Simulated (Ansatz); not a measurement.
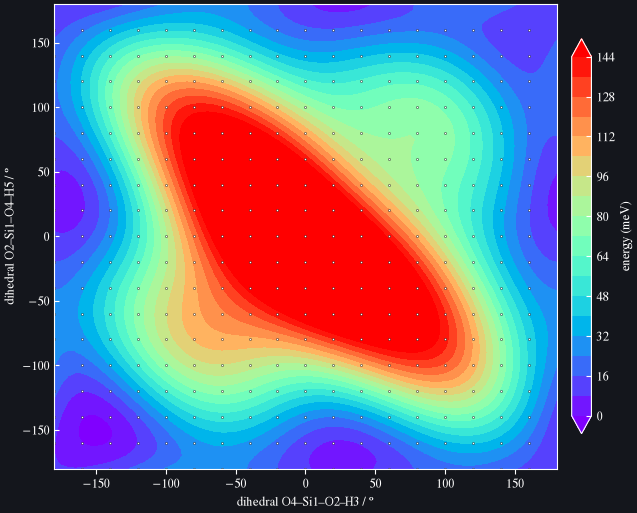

Energy landscape of Si(OH)2Cl2. The first coordinate is: dihedral O4–Si1–O2–H3; the second: dihedral O2–Si1–O4–H5. Nothing is relaxed (all other coordinates rigid). The scan uses an 18 × 18 grid; 188 points were computed and 136 follow by symmetry. All energies are given in meV relative to the lowest grid point. The calculation used RKS BHLYP-D4/def2-SVP in Ansatz.

The picture shows filled contours, dots at the grid points, one colour for all values above the top of the scale. Between grid points the surface is interpolated. 

### Describe this landscape.

The lowest grid point is at dihedral O4–Si1–O2–H3 = −160°, dihedral O2–Si1–O4–H5 = −160°. There is a further well near dihedral O4–Si1–O2–H3 = −180°, dihedral O2–Si1–O4–H5 = 20° (5 meV above the lowest at that grid point). The highest grid point, dihedral O4–Si1–O2–H3 = 0°, dihedral O2–Si1–O4–H5 = 0°, lies 224 meV above the lowest. Round the minimum the two coordinates are weakly coupled (coupling 0.11 in units of the two stiffnesses).

The values on the grid:

```tsv
dihedral O2–Si1–O4–H5 ↓, dihedral O4–Si1–O2–H3 →	−160	−120	−80	−40	0	40	80	120	160
160	22	42	45	31	17	18	23	17	11
120	41	92	111	86	58	57	62	41	17
80	28	95	154	154	110	80	80	62	23
40	9	65	148	198	175	113	80	57	18
0	12	53	121	192	224	175	110	58	17
−40	30	70	110	147	192	198	154	86	31
−80	29	70	104	110	121	148	154	111	45
−120	8	33	70	70	53	65	95	92	42
−160	0	8	29	30	12	9	28	41	22
```

The table holds every second grid line.

The input of one point:

```yaml
crystal:
  periodic: [false, false, false]
  atoms:
    - { symbol: Si, position_ang: [-0.092846, 0.002069, -0.06499] }
    - { symbol: O, position_ang: [-0.053425, 0.069274, 1.55312] }
    - { symbol: H, position_ang: [-0.833615, -0.152322, 2.053756] }
    - { symbol: O, position_ang: [1.438478, -0.10031, -0.583564] }
    - { symbol: H, position_ang: [1.648707, 0.134047, -1.483185] }
    - { symbol: Cl, position_ang: [-0.975166, 1.665051, -0.874552] }
    - { symbol: Cl, position_ang: [-1.205036, -1.61606, -0.651601] }
basis:
  gaussian: { orbitals: def2-SVP }
hamiltonian:
  xc: { name: BHLYP }
  dispersion: d4
output:
  forces: true
```

Each point was launched as `ansatz run input.yaml --threads 1 --pin off --max-ram 2560MiB --backend cpu --events-out ev --progress --plain --runs-dir out`. The whole map (188 points run) took 6.9 min on 1 thread of Intel(R) Xeon(R) 6975P-C (Granite Rapids), with other jobs on the host.
